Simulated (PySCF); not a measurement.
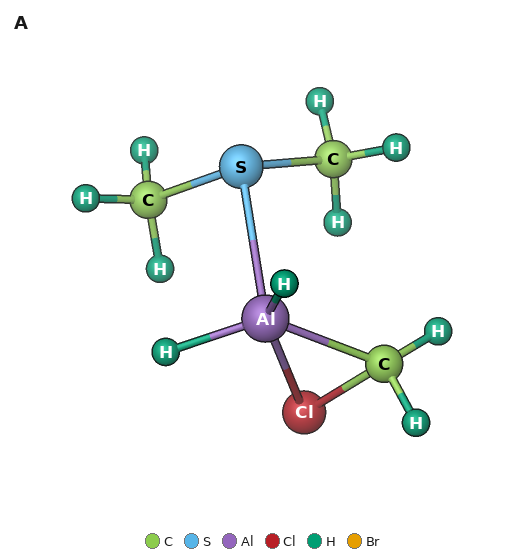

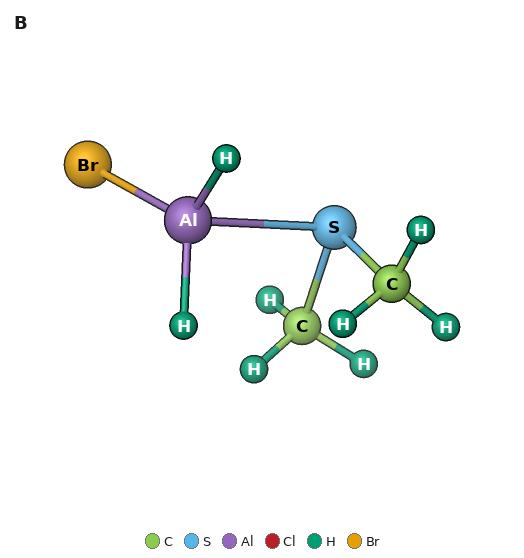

Two related species, optimised with GFN2-xTB; properties computed with PySCF 2.14.0. Both: charge 0, singlet.

> Identify both.

A is C3H10AlClS, B is C2H8AlBrS.

Compare them. With ωB97X-D/def2-SVPD: dipole moment (D), HOMO–LUMO gap (eV), HOMO energy (Kohn–Sham orbital) (eV), lowest vertical singlet excitation (eV), mean static polarisability (bohr³). With GFN2-xTB: mean Al–H length (Å), mean Al–S length (Å).

```json
{"quantity": "dipole moment (D)", "A": "4.39", "B": "5.29"}
{"quantity": "HOMO–LUMO gap (eV)", "A": "9.67", "B": "10.81"}
{"quantity": "HOMO energy (Kohn–Sham orbital) (eV)", "A": "−8.25", "B": "−9.39"}
{"quantity": "lowest vertical singlet excitation (eV)", "A": "5.58", "B": "6.52"}
{"quantity": "mean static polarisability (bohr³)", "A": "100.0", "B": "95.6"}
{"quantity": "mean Al–H length (Å)", "A": "1.553", "B": "1.552"}
{"quantity": "mean Al–S length (Å)", "A": "2.500", "B": "2.489"}
```

Each is one conformer, and no frequency run is at hand to confirm it as a minimum.

The geometry is semi-empirical. Around Al, Br such bond lengths and angles can be off by a tenth of an ångström or more and by several degrees, and values that hang on the shape move with them.
